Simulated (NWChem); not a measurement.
**doublet C2H7N+: levels of theory compared**

We compute a comparison of 4 runs (U-wB97X/cc-pVDZ, UB2PLYP/cc-pVDZ, UCAM-B3LYP/cc-pVDZ, UM06-2X/cc-pVDZ) of doublet C2H7N+. 

The results are computed with NWChem 7.3.0.

### 1 The structure to begin with

C2H7N+ has 10 atoms, charge +1, and is taken as a doublet. SMILES of the parent species: `CCN`. The coordinates come from a PBE0-D4/def2-TZVP relaxation. This is one conformer, not always the lowest. That shape belongs to the parent species and isn't relaxed for this state.

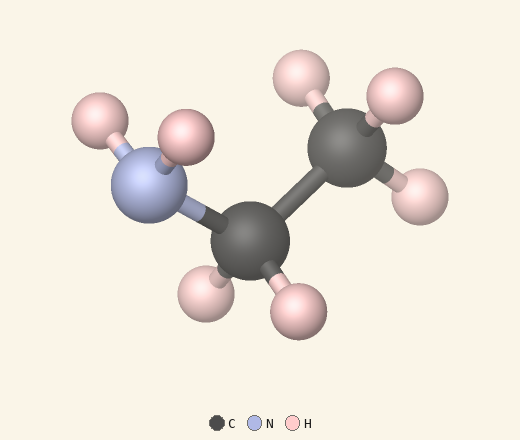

Viewed from a chosen angle; carbon dark grey, nitrogen light blue, hydrogen pink.

### 2 A single-point energy at U-wB97X/cc-pVDZ (run 1)

Input file sp.xyz:

```xyz
10
C2H7N wB97X
C     -0.786000     0.493000    -0.521100
C      0.079100    -0.652700    -0.018000
N      1.196800    -0.274900     0.831400
H     -1.603400     0.130900    -1.151600
H     -0.194800     1.198600    -1.112400
H     -1.227000     1.045500     0.313900
H      0.480900    -1.211500    -0.869300
H     -0.539300    -1.362800     0.540400
H      0.864200     0.221000     1.650200
H      1.812700     0.361800     0.339500
```

Input file run.py:

```python
from ase.io import read
from ase.calculators.nwchem import NWChem

molecule = read('sp.xyz')

calc = NWChem(
    label='sp',
    theory='dft',
    memory='2200 mb',
    basis='cc-pVDZ',
    basispar='spherical bse',
    charge=1,
    dft={'xc': 'wb97x', 'mult': '2', 'grid': 'xfine', 'convergence': 'energy 1e-08', 'iterations': '100', 'mulliken': None, 'print': 'low'},
    task='energy',
)
molecule.calc = calc

print("Total energy (eV):", round(molecule.get_potential_energy(), 6))
```

Started as:

```console
export ASE_NWCHEM_COMMAND="nwchem PREFIX.nwi > PREFIX.nwo"
python run.py
```

What it wrote:

```text
Total energy (eV): -3668.018867
```

The calculator wrote sp.nwi:

```
title "sp"

permanent_dir sp

scratch_dir sp

start sp

geometry units angstrom nocenter noautosym noautoz
  C  -7.8600000000000003e-01 4.9299999999999999e-01 -5.2110000000000001e-01
  C  7.9100000000000004e-02 -6.5269999999999995e-01 -1.7999999999999999e-02
  N  1.1968000000000001e+00 -2.7489999999999998e-01 8.3140000000000003e-01
  H  -1.6033999999999999e+00 1.3089999999999999e-01 -1.1516000000000000e+00
  H  -1.9480000000000000e-01 1.1986000000000001e+00 -1.1124000000000001e+00
  H  -1.2270000000000001e+00 1.0455000000000001e+00 3.1390000000000001e-01
  H  4.8089999999999999e-01 -1.2115000000000000e+00 -8.6929999999999996e-01
  H  -5.3930000000000000e-01 -1.3628000000000000e+00 5.4039999999999999e-01
  H  8.6419999999999997e-01 2.2100000000000000e-01 1.6501999999999999e+00
  H  1.8127000000000000e+00 3.6180000000000001e-01 3.3950000000000002e-01
end

charge 1

memory 2200 mb

basis spherical bse noprint
   * library cc-pVDZ
end

dft
  xc wb97x
  mult 2
  grid xfine
  convergence energy 1e-08
  iterations 100
  mulliken
  print low
end

task dft energy
```

sp.nwo:

```text
Northwest Computational Chemistry Package (NWChem) 7.3.0
             --------------------------------------------------------

           Job information
           ---------------

    nwchem branch   = 7.3.0
    use scalapack   = T
    input           = sp.nwi
    prefix          = sp.
    data base       = sp/sp.db
    status          = startup
    nproc           =        1

           Memory information
           ------------------

    heap     =     72089594 doubles =      550.0 Mbytes
    stack    =     72089599 doubles =      550.0 Mbytes
    global   =    144179200 doubles =     1100.0 Mbytes (distinct from heap & stack)
    total    =    288358393 doubles =     2200.0 Mbytes
    verify   = yes
    hardfail = no

[... 37 lines left out ...]
            Nuclear Dipole moment (a.u.)
[... 91 lines left out ...]
   convergence    iter        energy       DeltaE   RMS-Dens  Diis-err    time
[... 13 lines left out ...]
         Total DFT energy =     -134.797208169488
      One electron energy =     -338.170104912091
           Coulomb energy =      140.349713120869
    Exchange-Corr. energy =      -20.034630441373
 Nuclear repulsion energy =       83.057814063107
[... 41 lines left out ...]
     ------------------------------------------
      Spin Density - Lowdin Population Analysis
     ------------------------------------------

    Atom       Charge   Shell Charges
 -----------   ------   -------------------------------------------------------
    1 C    6     0.10   0.00  0.01  0.00  0.08  0.01 -0.00
    2 C    6     0.05   0.00 -0.00 -0.00  0.03 -0.01  0.03
    3 N    7     0.79   0.00  0.04  0.02  0.51  0.22 -0.00
[... 6 lines of this table left out ...]
   10 H    1     0.01  -0.00 -0.00  0.02

     --------------------------
     Expectation value of S2:
     --------------------------
      <S2> =      0.7547 (Exact =     0.7500)

 Task  times  cpu:      124.4s     wall:      124.4s
 Total times  cpu:      124.5s     wall:      124.5s
```

Run time: 2.1 min. Hardware: 1 thread of Intel Xeon Platinum 8488C (Sapphire Rapids), shared host; peak memory 0.13 GiB.

### 3 A single-point energy at UB2PLYP/cc-pVDZ (run 2)

Input file c2h7n.nw:

```
start c2h7n
title "C2H7N B2PLYP"
memory 2200 mb
charge 1

geometry units angstroms noautosym nocenter noautoz
  C       -0.786000       0.493000      -0.521100
  C        0.079100      -0.652700      -0.018000
  N        1.196800      -0.274900       0.831400
  H       -1.603400       0.130900      -1.151600
  H       -0.194800       1.198600      -1.112400
  H       -1.227000       1.045500       0.313900
  H        0.480900      -1.211500      -0.869300
  H       -0.539300      -1.362800       0.540400
  H        0.864200       0.221000       1.650200
  H        1.812700       0.361800       0.339500
end

basis spherical bse
  * library cc-pVDZ
end

dft
  xc hfexch 0.53 becke88 0.47 lyp 0.73 mp2 0.27
  dftmp2 semidirect
  mult 2
  grid xfine
  convergence energy 1e-08
  maxiter 100
  mulliken
end

mp2
  freeze core 3
end

task dft energy
```

Started as:

```console
nwchem c2h7n.nw > c2h7n.out
```

What it wrote:

```text
[...]
          Wavefunction type:  spin polarized.
          No. of atoms     :    10
          No. of electrons :    25
[...]
          Charge           :     1
          Spin multiplicity:     2
[...]
          AO basis - number of functions:    77
[...]
              XC Information
              --------------
                     Hartree-Fock (Exact) Exchange  0.530
                    Becke 1988 Exchange Functional  0.470
              Lee-Yang-Parr Correlation Functional  0.730
[...]
 d= 0,ls=0.0,diis     1   -134.4595542386 -2.18D+02  3.97D-03  1.44D-01     6.3
[...]
 d= 0,ls=0.0,diis    12   -134.5365461283 -3.46D-09  1.80D-07  2.62D-10    75.1
[...]
         Total DFT energy =     -134.536546128286
      One electron energy =     -338.090921195881
           Coulomb energy =      140.286505461787
    Exchange-Corr. energy =      -19.789944457299
 Nuclear repulsion energy =       83.057814063107
[...]
      Total Density - Mulliken Population Analysis
     ---------------------------------------------
    Atom       Charge   Shell Charges
 -----------   ------   -------------------------------------------------------
    1 C    6     6.06   2.01  0.66  0.40  2.08  0.85  0.05
    2 C    6     6.04   2.01  0.68  0.41  2.07  0.78  0.09
    3 N    7     6.84   2.01  0.80  0.61  2.33  1.06  0.03
    4 H    1     0.87   0.72  0.12  0.03
    5 H    1     0.92   0.74  0.15  0.03
    6 H    1     0.92   0.74  0.15  0.03
    7 H    1     0.88   0.74  0.11  0.03
    8 H    1     0.88   0.74  0.11  0.03
    9 H    1     0.80   0.69  0.05  0.06
   10 H    1     0.80   0.69  0.05  0.06
[...]
      <S2> =      0.7563 (Exact =     0.7500)
[...]
  Basis functions       =     77
[...]
```

Wall time 80 s (1 thread of Intel Xeon Platinum 8488C (Sapphire Rapids), shared host); peak memory 0.19 GiB.

Run 3 isn't shown in full; the table further down has it.

### 4 The energy at UM06-2X/cc-pVDZ (run 4)

Input file input.nw:

```
start input
title "C2H7N"
memory 2200 mb
charge 1

geometry units angstroms noautosym nocenter noautoz
 C     -0.786000     0.493000    -0.521100
 C      0.079100    -0.652700    -0.018000
 N      1.196800    -0.274900     0.831400
 H     -1.603400     0.130900    -1.151600
 H     -0.194800     1.198600    -1.112400
 H     -1.227000     1.045500     0.313900
 H      0.480900    -1.211500    -0.869300
 H     -0.539300    -1.362800     0.540400
 H      0.864200     0.221000     1.650200
 H      1.812700     0.361800     0.339500
end

basis spherical bse
 * library cc-pVDZ
end

dft
 xc m06-2x
 mult 2
 grid xfine
 convergence energy 1e-08
 maxiter 100
 mulliken
end

task dft energy
```

Started as:

```console
nwchem input.nw > input.out
```

What it wrote:

```text
[...]
          Wavefunction type:  spin polarized.
          No. of atoms     :    10
          No. of electrons :    25
[...]
          Charge           :     1
          Spin multiplicity:     2
[...]
          AO basis - number of functions:    77
[...]
              XC Information
              --------------
                       M06-2X Method XC Functional
                     Hartree-Fock (Exact) Exchange  0.540
                        M06-2X Exchange Functional  1.000
                      M06-2X Correlation Potential  1.000
[...]
 d= 0,ls=0.0,diis     1   -134.6915759155 -2.18D+02  3.92D-03  1.29D-01     9.0
[...]
 d= 0,ls=0.0,diis    12   -134.7579375482 -6.92D-09  2.03D-07  3.01D-10   109.1
[...]
         Total DFT energy =     -134.757937548189
      One electron energy =     -338.142330418311
           Coulomb energy =      140.321706330316
    Exchange-Corr. energy =      -19.995127523301
 Nuclear repulsion energy =       83.057814063107
[...]
      Total Density - Mulliken Population Analysis
     ---------------------------------------------
    Atom       Charge   Shell Charges
 -----------   ------   -------------------------------------------------------
    1 C    6     6.10   2.01  0.66  0.42  2.10  0.87  0.04
    2 C    6     6.08   2.01  0.67  0.43  2.08  0.80  0.08
    3 N    7     6.85   2.01  0.80  0.61  2.33  1.08  0.03
    4 H    1     0.86   0.72  0.11  0.03
    5 H    1     0.90   0.73  0.14  0.03
    6 H    1     0.90   0.73  0.14  0.03
    7 H    1     0.86   0.73  0.10  0.03
    8 H    1     0.86   0.73  0.10  0.03
    9 H    1     0.80   0.69  0.05  0.05
   10 H    1     0.80   0.69  0.05  0.05
[...]
      <S2> =      0.7543 (Exact =     0.7500)
[...]
```

Wall time 1.8 min (1 thread of Intel Xeon Platinum 8488C (Sapphire Rapids), shared host); peak memory 0.14 GiB.

### 5 All runs side by side

| run | level | frozen core orbitals | energy (Eh) | ⟨S²⟩ | wall time |
| --- | --- | --- | --- | --- | --- |
| 1 | U-wB97X/cc-pVDZ | – | -134.797208 | 0.755 | 2.1 min |
| 2 | UB2PLYP/cc-pVDZ | 3 | -134.678367 | 0.756 | 80 s |
| 3 | UCAM-B3LYP/cc-pVDZ | – | -134.753480 | 0.754 | 1.7 min |
| 4 | UM06-2X/cc-pVDZ | – | -134.757938 | 0.754 | 1.8 min |

### 6 Outcome

```
                                 quantity          value
                      run 4: total energy  -134.75794 Eh
run 4: HOMO energy (highest over α and β)      -16.96 eV
 run 4: LUMO energy (lowest over α and β)      -10.49 eV
                              run 4: ⟨S²⟩          0.754
```

In words: Totals of different functionals can't be ranked against each other. All runs together took 6.9 min, the longest 2.1 min.
